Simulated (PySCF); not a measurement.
**GeH2O (SMILES [O]=[GeH2]): RPA@PBE/STO-3G**

What is the vertical singlet–triplet gap of GeH2O at RPA@PBE/STO-3G? Input form: a Python script.

The calculation is run with PySCF 2.14.0.

### Step 1. The system as given

The species is GeH2O (4 atoms), typed as a singlet with charge 0. As SMILES, `[O]=[GeH2]`. The shape comes from GFN2-xTB, which is rough for such elements, and wasn't checked as a minimum.

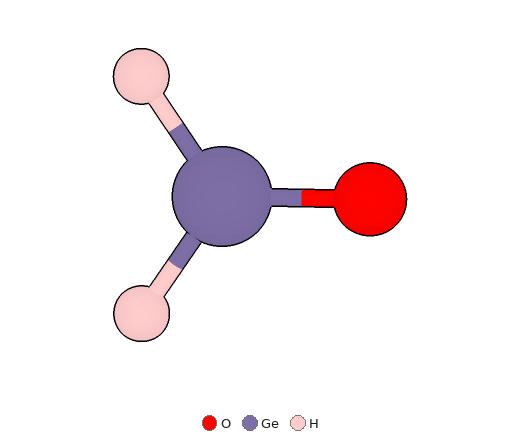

Viewed from a chosen angle; oxygen red, germanium purple, hydrogen pink.

### Step 2. A single-point energy at RPA@PBE/STO-3G

calc.py reads:

```python
from pyscf import gto, dft
from pyscf.gw.rpa import RPA

system = gto.M(
    atom='''
O       -0.057340      -0.939430       1.305970
Ge      -0.001210      -0.020580       0.028630
H       -1.112200       0.070350      -1.011580
H        1.170750       0.889670      -0.323020
''',
    verbose=3,
    charge=0,
    basis='sto-3g',
    max_memory=1860,
)

mf = dft.RKS(system, xc='pbe')
mf.grids.level = 5
mf.conv_tol = 1e-10
mf.kernel()
if not mf.converged:
    mf = mf.newton().run(mf.mo_coeff, mf.mo_occ)

rpa = RPA(mf, frozen=10)
rpa.kernel()
e_exx = mf.to_hf().energy_tot(mf.make_rdm1())
e_final = e_exx + rpa.e_corr
print(f'total energy: {e_final:.8f} hartree')
```

On the command line:

```
$ OMP_NUM_THREADS=1 python calc.py
```

What it wrote:

```text
converged SCF energy = -2127.92975320075
E(RPA) = -2128.53732405914  E_corr = -0.245140318260521  E_hf = -2128.29218374088
total energy: -2126.85372883 hartree
```

It took 3.6 s on 1 thread of Arm Neoverse V1, shared host; peak memory 0.22 GiB.

### Step 3. The triplet

input.py reads:

```python
from pyscf import gto, dft
from pyscf.gw.urpa import URPA

molecule = gto.M(
    atom='''
O     -0.108357    -1.775265     2.467926
Ge    -0.002287    -0.038891     0.054103
H     -2.101753     0.132942    -1.911609
H      2.212397     1.681233    -0.610419
''',
    unit='bohr',
    basis='sto-3g',
    max_memory=1860,
    spin=2,
    charge=0,
    verbose=3,
)

mf = dft.UKS(molecule)
mf.xc = 'pbe'
mf.conv_tol = 1e-10
mf.grids.level = 5
mf.kernel()
if not mf.converged:
    mf = mf.newton().run(mf.mo_coeff, mf.mo_occ)

rpa = URPA(mf, frozen=10)
rpa.kernel()
e_exx = mf.to_hf().energy_tot(mf.make_rdm1())
energy = e_exx + rpa.e_corr
print('E(%s) = %.9f' % ('PBE', energy))
```

On the command line:

```
$ OMP_NUM_THREADS=1 python input.py
```

What it wrote:

```text
WARN: HOMO -0.31158993232836 >= LUMO -0.483526942368194

WARN: HOMO 0.156551773030378 >= LUMO 0.137420771197779

WARN: HOMO 0.0517916002425946 >= LUMO 0.013072314731358

WARN: HOMO 0.0171612919899821 >= LUMO -0.0617159502949402

WARN: HOMO 0.00495205607441218 >= LUMO -0.0753739431880064

WARN: HOMO -0.000903057273783203 >= LUMO -0.0827444346344094

WARN: HOMO -0.000783348387243754 >= LUMO -0.0835529006495113

WARN: HOMO -0.000833382346447586 >= LUMO -0.083203440937394

WARN: HOMO -0.0008191165365245 >= LUMO -0.0831746919162588

WARN: HOMO -0.000825383964470683 >= LUMO -0.083178788395582

WARN: HOMO -0.000825898282494797 >= LUMO -0.0831805351761351

WARN: HOMO -0.000825860726912153 >= LUMO -0.0831806254536243

converged SCF energy = -2127.8494024954  <S^2> = 2.0012874  2S+1 = 3.0008582
E(URPA) = -2128.43846137973  E_corr = -0.230841980337568  E_hf = -2128.20761939939
E(PBE) = -2126.753817478
```

It took 5.7 s on 1 thread of Arm Neoverse V1, shared host; peak memory 0.23 GiB.

### Step 4. Outcome

At RPA@PBE/STO-3G, 10 core orbitals frozen:

| quantity | value |
| --- | --- |
| singlet: total energy | -2126.85373 Eh |
| singlet: dipole moment (PBE Kohn–Sham density) | 1.47 D |
| singlet: HOMO energy (PBE Kohn–Sham orbitals) | -1.51 eV |
| singlet: LUMO energy (PBE Kohn–Sham orbitals) | 0.61 eV |
| singlet: HOMO–LUMO gap (PBE Kohn–Sham orbitals) | 2.12 eV |
| singlet: RPA correlation energy (valence) | -245.1 mEh |
| triplet: total energy | -2126.75382 Eh |
| triplet: dipole moment (PBE Kohn–Sham density) | 0.82 D |
| triplet: HOMO energy (PBE Kohn–Sham orbitals) (highest over α and β) | -0.02 eV |
| triplet: RPA correlation energy (valence) | -230.8 mEh |
| triplet: ⟨S²⟩ | 2.001 |
| vertical energy of the triplet above the singlet | 2.719 eV |

In words: At this shape the triplet lies 2.72 eV (262 kJ/mol) above the singlet. Mulliken charges (singlet) of the mean-field density run from -0.30 on O1 to +0.44 on Ge2. Mulliken charges (triplet) of the mean-field density run from -0.21 on O1 to +0.25 on Ge2; they depend strongly on the basis.
